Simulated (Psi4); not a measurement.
# SiH2Cl (chlorosilyl radical): a chain of runs

We compute a geometry optimisation (UTPSS/pcseg-1), then vibrational wavenumbers, then a single-point energy (UMP2/def2-TZVPP) of SiH2Cl (chlorosilyl radical). 

The calculation is run with Psi4 1.11.

### Step 1. The molecule

The species is SiH2Cl (4 atoms), meant as a doublet with charge 0. SMILES: `[SiH2]Cl`. The shape is that of a GFN2-xTB optimisation. The run starts from this shape.

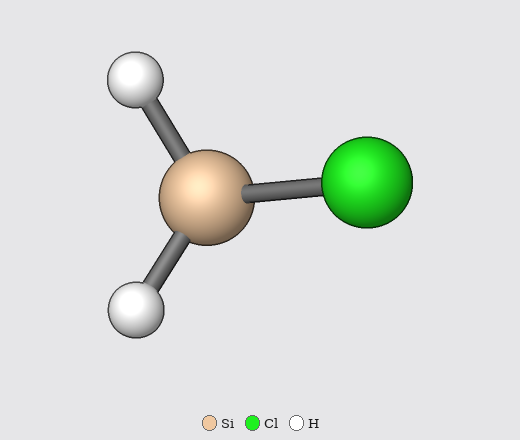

The structure, seen from a chosen angle (silicon light orange, chlorine green, hydrogen white).

### Step 2. A geometry optimisation at UTPSS/pcseg-1 (density fitting) (run 1)

Input file job.in:

```
memory 1.6 GB

molecule mol {
  0 2
  Si
  Cl 1 r2
  H 1 r3 2 a3
  H 1 r4 3 a4 2 d4

  r2 = 2.022199
  r3 = 1.451404
  a3 = 110.31601
  r4 = 1.451443
  a4 = 114.90425
  d4 = 125.23636
  symmetry c1
}

set globals {
  basis pcseg-1
  reference uks
  geom_maxiter 60
}

opt("tpss")
```

On the command line:

```bash
$ psi4 -n 1 job.in job.out
```

job.out:

```text
[...]
  Running in c1 symmetry.
[...]
  Nuclear repulsion =   78.978704108725836
[...]
  Multiplicity = 2
[...]
  Nalpha       = 17
  Nbeta        = 16
[...]
    Number of basis functions: 46
[...]
   @DF-UKS iter   1:  -750.85207007016606   -1.27728e-01   5.11968e-03 ADIIS/DIIS
[...]
   @DF-UKS iter   7:  -750.90126703763917   -6.82121e-13   3.10138e-09 DIIS
[...]
   @S^2 Observed:                7.516021162E-01
[...]
  @DF-UKS Final Energy:  -750.90126703763917
   => Energetics <=
    Nuclear Repulsion Energy =             76.6473397160482079
    One-Electron Energy =               -1190.2467421594844836
    Two-Electron Energy =                 412.6309818204418320
    DFT Exchange-Correlation Energy =     -49.9328464146446933
    Empirical Dispersion Energy =           0.0000000000000000
    VV10 Nonlocal Energy =                  0.0000000000000000
    Total Energy =                       -750.9012670376391725
[...]
 Multipole Moments:
 ------------------------------------------------------------------------------------
     Multipole            Electronic (a.u.)      Nuclear  (a.u.)        Total (a.u.)
 ------------------------------------------------------------------------------------
 L = 1.  Multiply by 2.5417464519 to convert [e a0] to [Debye]
 Dipole X            :          1.1161289           -1.1328706           -0.0167417
 Dipole Y            :         -0.6443450            0.6540053            0.0096603
 Dipole Z            :          3.2382776           -3.8677712           -0.6294936
 Magnitude           :                                                    0.6297903
[...]
  -Total Gradient:
     Atom            X                  Y                   Z
    ------   -----------------  -----------------  -----------------
       1        0.000029481492    -0.000017543424     0.000129128589
       2        0.000044964292    -0.000025404164    -0.000118605663
       3       -0.000044188156    -0.000020624938    -0.000020622055
       4       -0.000004262246     0.000048566159    -0.000021443394
[...]
    Final optimized geometry and variables:
    Molecular point group: c1
    Full point group: C1
    Geometry (in Angstrom), charge = 0, multiplicity = 2:
    SI
    CL            1          r2
    H             1          r3      2          a3
    H             1          r4      3          a4      2          d4
    a3        =  108.0832098782
    a4        =  110.8264698447
    d4        =  118.2669828954
    r2        =    2.0873323528
    r3        =    1.4921976753
    r4        =    1.4921986207
[...]
```

Standard output:

```text
Optimizer: Optimization complete!
```

Run time: 38 s. Hardware: 1 thread of Intel Xeon 6975P-C (Granite Rapids), shared host; peak memory 0.49 GiB.

The path in brief:

| step | energy from the first frame kept (eV) | largest force (eV/Å) |
| --- | --- | --- |
| 0 | 0.0000 | 1.2592 |
| 1 | -0.0743 | 0.5429 |
| 2 | -0.0849 | 0.1395 |
| 3 | -0.0854 | 0.0408 |
| 4 | -0.0854 | 0.0069 |

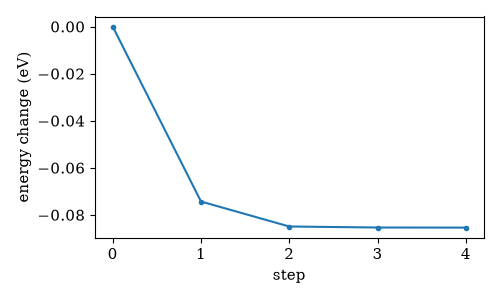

Energy along the run.

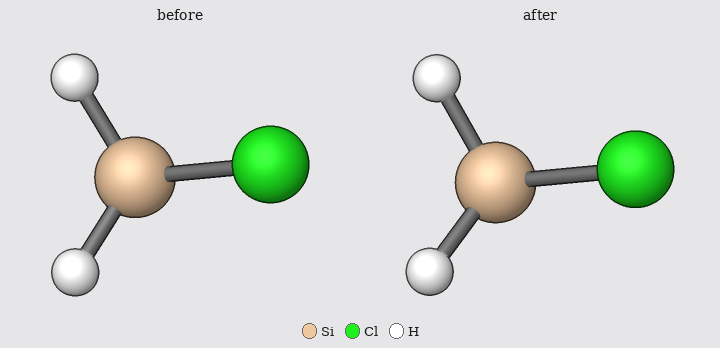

Before and after, at one scale.

After the run. Bond lengths: Si1–Cl2 2.087 Å, Si1–H3 1.492 Å, Si1–H4 1.492 Å. Angles: Cl2–Si1–H3 108.1°, Cl2–Si1–H4 108.1°, H3–Si1–H4 110.8°.

### Step 3. The harmonic vibrations at UTPSS/pcseg-1 (density fitting) (run 2)

Input file input.in:

```
memory 1.6 GB

molecule geom {
  0 2
  Si    -0.317339     0.246423     0.120944
  Cl     1.624525    -0.060463     0.822330
  H     -1.074028    -1.029931     0.279047
  H     -0.234068     0.639289    -1.316199
  units angstrom
}

set basis pcseg-1
set reference uks
set t 400.0
set rotational_symmetry_number 1

frequency('tpss')
print_variables()
```

On the command line:

```bash
$ psi4 -n 1 input.in input.out
```

input.out:

```text
[...]
  Running in c1 symmetry.
[...]
  Nuclear repulsion =   76.647332141809386
[...]
  Multiplicity = 2
[...]
  Nalpha       = 17
  Nbeta        = 16
[...]
    Number of basis functions: 46
[...]
   @DF-UKS iter   1:  -750.85932332501045   -1.94335e-01   4.91539e-03 ADIIS/DIIS
[...]
   @DF-UKS iter  11:  -750.90126607293030   -1.13687e-13   5.36318e-09 DIIS
[...]
   @S^2 Observed:                7.516024957E-01
[...]
  @DF-UKS Final Energy:  -750.90126607293030
   => Energetics <=
    Nuclear Repulsion Energy =             76.6394182293849582
    One-Electron Energy =               -1190.2305400558452675
    Two-Electron Energy =                 412.6222069602301872
    DFT Exchange-Correlation Energy =     -49.9323512067002326
    Empirical Dispersion Energy =           0.0000000000000000
    VV10 Nonlocal Energy =                  0.0000000000000000
    Total Energy =                       -750.9012660729302979
[...]
  -Total Gradient:
     Atom            X                  Y                   Z
    ------   -----------------  -----------------  -----------------
       1        0.000097201390    -0.000128720602     0.000586084446
       2       -0.000123144529     0.000047633244     0.000003850444
       3       -0.000026314820    -0.000053099796     0.000007313959
       4        0.000018878975     0.000160323632    -0.000587158256
[...]
  ==> Harmonic Vibrational Analysis <==
[...]
  Freq [cm^-1]                 521.7757            638.7612            721.1076
[...]
  IR activ [km/mol]            76.5634             14.5378             79.5218
[...]
  Freq [cm^-1]                 919.8875           2208.4772           2245.8000
[...]
  IR activ [km/mol]            98.6754             76.8380             143.1063
[...]
  Total E_0, Enthalpy at 0 [K]                                                         -750.88473709 [Eh]
[...]
  Total H, Enthalpy at  400.00 [K]                                                     -750.87848411 [Eh]
[...]
  Total G, Gibbs energy at  400.00 [K]                                                 -750.92075699 [Eh]
[...]
```

The script printed:

```text
Warning: used thermodynamics relations inappropriate for low-frequency modes: ['521.7757']
```

It took 2.7 min on 1 thread of Intel Xeon 6975P-C (Granite Rapids), shared host; peak memory 0.49 GiB.

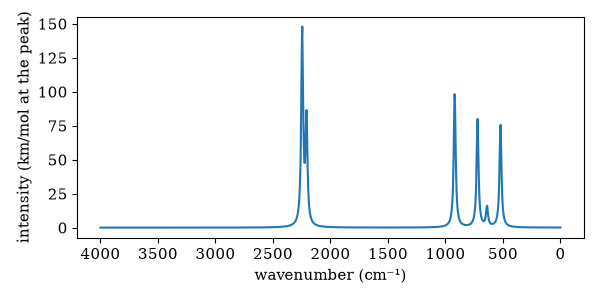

Harmonic infrared spectrum, unscaled, lines broadened by 10 cm⁻¹.

### Step 4. The energy at UMP2/def2-TZVPP (density fitting, density fitting for correlation) (run 3)

Input file clh2si.inp:

```
memory 1600 mb

molecule m {
  0 2
  Si    -0.59968380     0.46567198     0.22855104
  Cl     3.06990733    -0.11425851     1.55397848
  H     -2.02961877    -1.94628752     0.52732241
  H     -0.44232441     1.20808112    -2.48725564
  units au
}

set globals {
  reference       uhf
  num_frozen_docc 10
}

energy('mp2/def2-TZVPP')
```

On the command line:

```bash
$ psi4 -n 1 clh2si.inp clh2si.out
```

clh2si.out:

```text
[...]
  Running in c1 symmetry.
[...]
  Nuclear repulsion =   76.647332226497582
[...]
  Multiplicity = 2
[...]
  Nalpha       = 17
  Nbeta        = 16
[...]
    Number of basis functions: 112
[...]
   @DF-UHF iter   1:  -749.59587379158484   -4.60420e-01   2.00972e-03 ADIIS/DIIS
[...]
   @DF-UHF iter  13:  -749.62568643440966   -1.23919e-11   4.95571e-09 DIIS
[...]
   @S^2 Observed:                7.545345117E-01
[...]
    Orbital Energies [Eh]
    ---------------------
    Alpha Occupied:
       1A   -104.828930     2A    -68.833402     3A    -10.557979
       4A     -8.025667     5A     -8.023709     6A     -8.023356
       7A     -6.179683     8A     -4.291791     9A     -4.282740
      10A     -4.281804    11A     -1.096938    12A     -0.726441
      13A     -0.533050    14A     -0.532177    15A     -0.490411
      16A     -0.454911    17A     -0.353791
    Alpha Virtual:
      18A      0.101871    19A      0.142371    20A      0.154045
      21A      0.250594    22A      0.258233    23A      0.276344
      24A      0.297535    25A      0.327565    26A      0.328062
[...]
  @DF-UHF Final Energy:  -749.62568643440966
   => Energetics <=
    Nuclear Repulsion Energy =             76.6473322264975820
    One-Electron Energy =               -1190.0194210782767641
    Two-Electron Energy =                 363.7464024173694952
    Total Energy =                       -749.6256864344096584
  UHF NO Occupations:
  HONO-2 :   15  A 1.9997195
  HONO-1 :   16  A 1.9983167
[...]
 Multipole Moments:
 ------------------------------------------------------------------------------------
     Multipole            Electronic (a.u.)      Nuclear  (a.u.)        Total (a.u.)
 ------------------------------------------------------------------------------------
 L = 1.  Multiply by 2.5417464519 to convert [e a0] to [Debye]
 Dipole X            :          2.8436880           -3.4244722           -0.5807842
 Dipole Y            :          0.4751752           -0.3717498            0.1034255
 Dipole Z            :          1.9945593           -2.1921603           -0.1976009
 Magnitude           :                                                    0.6221360
[...]
```

It took 3.3 s on 1 thread of Intel Xeon 6975P-C (Granite Rapids), shared host; peak memory 0.22 GiB.

### Step 5. Outcome

| quantity | value |
| --- | --- |
| run 1, UTPSS/pcseg-1: total energy at the end | -750.90127 Eh |
| run 1, UTPSS/pcseg-1: dipole moment | 1.60 D |
| run 1, UTPSS/pcseg-1: HOMO energy (highest over α and β) | -5.77 eV |
| run 1, UTPSS/pcseg-1: LUMO energy (lowest over α and β) | -3.84 eV |
| run 1, UTPSS/pcseg-1: ⟨S²⟩ | 0.752 |
| run 2, UTPSS/pcseg-1: lowest harmonic wavenumber | 522 cm⁻¹ |
| run 2, UTPSS/pcseg-1: highest harmonic wavenumber | 2246 cm⁻¹ |
| run 2, UTPSS/pcseg-1: zero-point energy | 43.4 kJ/mol |
| run 2, UTPSS/pcseg-1: ideal-gas entropy at 400 K (symmetry number 1 as used) | 66.3 cal/(mol K) |
| run 3, UMP2/def2-TZVPP: total energy | -749.91953 Eh |
| run 3, UMP2/def2-TZVPP: HOMO energy (Hartree–Fock orbitals) (highest over α and β) | -9.63 eV |
| run 3, UMP2/def2-TZVPP: LUMO energy (Hartree–Fock orbitals) (lowest over α and β) | 0.85 eV |
| run 3, UMP2/def2-TZVPP: correlation energy (10 core orbitals frozen) | -293.8 mEh |
| run 3, UMP2/def2-TZVPP: ⟨S²⟩ of the reference determinant | 0.755 |

In words: The optimisation (run 1, UTPSS/pcseg-1) took 5 steps and changed the energy by -0.085 eV. All 6 modes (run 2, UTPSS/pcseg-1) are real, so the shape is a minimum at this level.
